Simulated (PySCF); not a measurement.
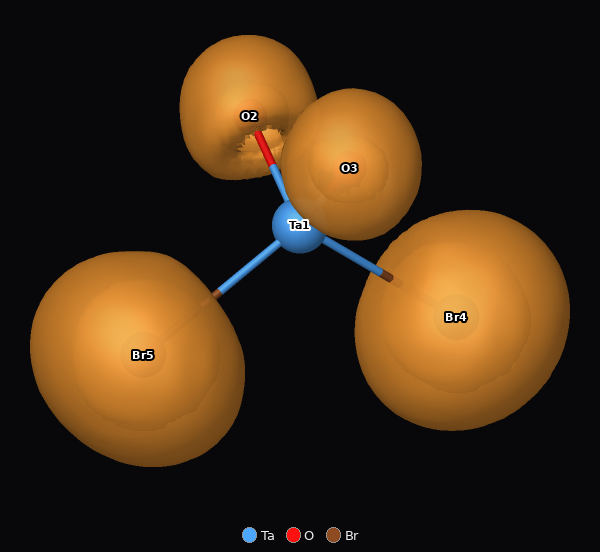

Br₂O₂Ta (charge −1). Isosurface of the electron localisation function at 0.75 (orange), seen at a tilt. Only the valence region is drawn (cores and ρ < 0.01 e/Å³ removed).

Core potentials replace the inner electrons of Ta.

These are results of PySCF, RKS PBE, Ta def2-SVP with ECP60, O def2-SVP, Br def2-SVP; non-relativistic Hamiltonian with scalar-relativistic core potentials where named; density fitting, not measurements.

Input file:

```
mol = gto.M(atom='''
Ta     0.00000     0.00000     0.45520
O      0.99944     0.99944     1.51735
O     -0.99944    -0.99944     1.51735
Br     1.51459    -1.51459    -0.95091
Br    -1.51459     1.51459    -0.95091''',
    basis={'Ta': 'def2-SVP', 'O': 'def2-SVP', 'Br': 'def2-SVP'},
    ecp={'Ta': 'def2-SVP'},
    charge=-1, spin=0)
mf = dft.RKS(mol, xc='PBE')
mf.grids.atom_grid = (75, 302)  # f atoms: at least (60, 302), unpruned
mf = mf.density_fit()  # Ta def2-universal-JKFIT, O def2-universal-JKFIT, Br def2-universal-JKFIT
mf.conv_tol = 1e-09; mf.max_cycle = 55
mf.kernel(dm0)
```

Launched as:

```sh
OMP_NUM_THREADS=2 python run.py
```

Q: Where are the electrons localised?

A: The ELF exceeds this value in two regions wrapped around Br (the valence shell of each) and two regions wrapped around O (the valence shell of each).

Values along the shortest contacts:
Ta–O (1.77 Å): the ELF peaks at about 0.80 in the valence shell of O, 0.5 Å from its nucleus, and drops to about 0.30 between the two atoms. Ta–Br (2.56 Å): the ELF peaks at about 0.80 in the valence shell of Br, 1.0 Å from its nucleus, and is about 0.45 at the midpoint.
